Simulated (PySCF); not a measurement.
**C2H8AlNSi2 (SMILES C#C[SiH2][N]([AlH2])[SiH3]): density, localisation and related maps**

```yaml
atoms:
  - { symbol: C, position_ang: [2.2755, 1.5620, 0.8692] }
  - { symbol: C, position_ang: [1.9449, 0.3945, 0.8898] }
  - { symbol: Si, position_ang: [0.8883, -1.1517, 0.7116] }
  - { symbol: N, position_ang: [-0.5111, -0.2902, 0.1712] }
  - { symbol: Al, position_ang: [-0.0954, 1.5126, 0.1173] }
  - { symbol: Si, position_ang: [-1.9876, -1.1327, -0.2178] }
  - { symbol: H, position_ang: [2.7863, 2.4866, 0.9336] }
  - { symbol: H, position_ang: [1.4959, -2.0431, -0.2791] }
  - { symbol: H, position_ang: [0.7586, -1.8036, 2.0167] }
  - { symbol: H, position_ang: [-0.6240, 2.4035, 1.2672] }
  - { symbol: H, position_ang: [0.1859, 2.1451, -1.2673] }
  - { symbol: H, position_ang: [-1.7154, -2.1053, -1.2823] }
  - { symbol: H, position_ang: [-2.9527, -0.1184, -0.6430] }
  - { symbol: H, position_ang: [-2.4500, -1.8597, 0.9706] }
```

Geometry: GFN2-xTB.

Method: PySCF, PBE0/pcSseg-1, SCF density, gas phase, non-relativistic.

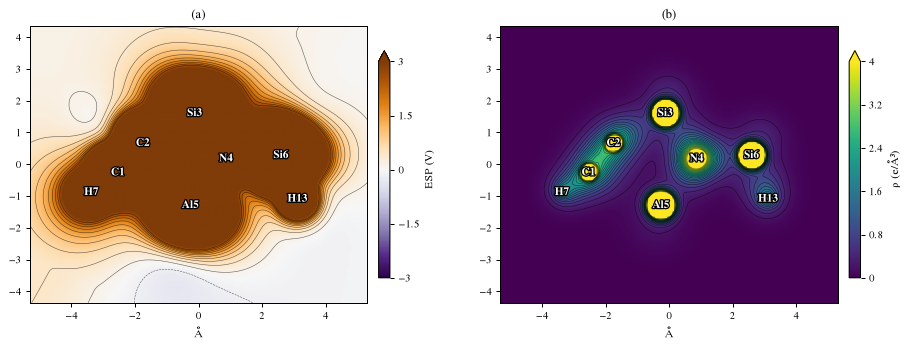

Figure 1. (a) electrostatic potential; (b) electron density on the plane of atoms Si3, N4 and Al5.

### Interpret the plot.

The plane passes through C, Si, N, Al and H nuclei. C–C (1.21 Å): the density is about 2.7 e/Å³ at the midpoint. Si–N (1.73 Å): ρ is about 1.1 e/Å³ halfway. Al–N (1.85 Å): the density is about 0.7 e/Å³ at the midpoint. C–Si (1.88 Å): ρ is about 0.86 e/Å³ halfway. C–H (1.06 Å): ρ at the midpoint is about 2.1 e/Å³. Outside the dense part of the molecule the potential is most negative (−0.3 V) near H11, which lies off the plane.

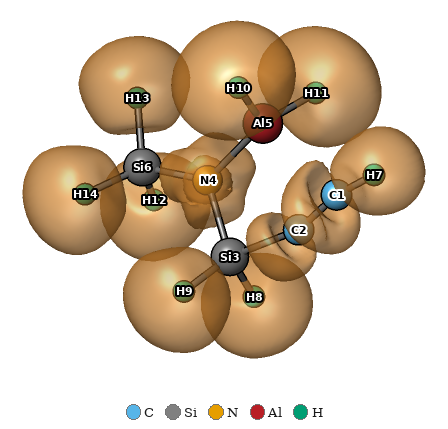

Figure 2. Isosurface of the electron localisation function at 0.75 (orange), seen at an oblique angle. Only the valence region is drawn (cores and ρ < 0.01 e/Å³ removed).

### Describe the localisation domains.

At this value the surface marks out one region between bonded C–C atoms (shared pairs), one region between bonded C–Si atoms (shared pairs), eight regions around hydrogen nuclei and one region on N in which the atom's valence shell and bonds are merged.


C–C (1.21 Å): the ELF peaks at about 0.90 between the atoms; a short, multiple covalent bond. Si–N (1.73 Å): the ELF peaks at about 0.85 between the atoms, as expected for a shared but strongly polarised pair.

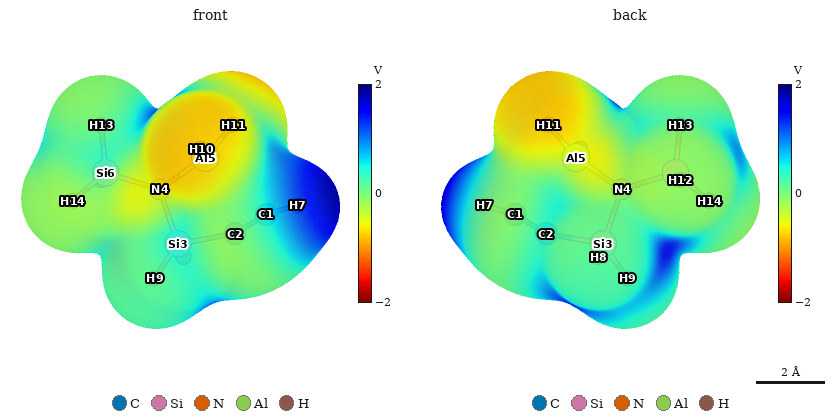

Figure 3. The electrostatic potential painted on the density surface at 0.001 e/bohr³, seen from the front and from behind; the colour scale runs from red (negative) to blue (positive).

### Which sites attract a positive test charge, and which a negative one?

A positive charge is drawn to the negative regions and a negative charge to the positive ones. The most negative region (about −0.8 V, or −18 kcal/mol for a unit charge) lies over H10 and H11, the most positive (about +1.8 V, or +42 kcal/mol for a unit charge) over H7.
